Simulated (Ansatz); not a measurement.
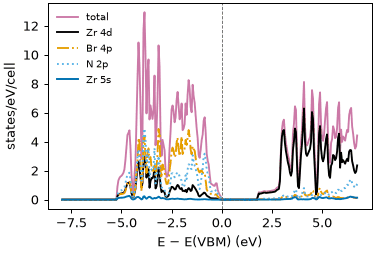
Figure: Total and projected density of states of ZrBrN in space group R-3m (No. 166; Zr on 6c, Br on 6c, N on 6c), the program Ansatz at the r²SCAN+D4 level (PAW)

Question: Which orbitals carry the states next to the gap?

Answer: Top 1 eV of the valence band: N 2p 56 %, Br 4p 33 %, Zr 4d 8 %. Bottom 1 eV of the conduction band: Zr 4d 83 %, N 2p 11 %. Projections are on Löwdin-orthogonalised atomic valence shells; empty p or d shells of many metals are not among them.

Question: Where is the tallest occupied peak in this window, and what makes it?

Answer: Near -3.8 eV, about 13 states/eV per cell; the largest projected share is N 2p.

The first step of the workflow began from a Materials Project structure, measured or hypothetical; the Crystallography Open Database copy checked does not list it. COD files the formula under space group No. 59, so this cell is another polymorph or a model. Its standing as an ambient phase is unchecked. The cell was relaxed with r²SCAN+D4 under the symmetry of its start; its stability against distortions is not shown here. No spin polarisation was allowed. Spin–orbit coupling is left out wherever it is not named.

Potentials: the later of the program's two PAW sets.
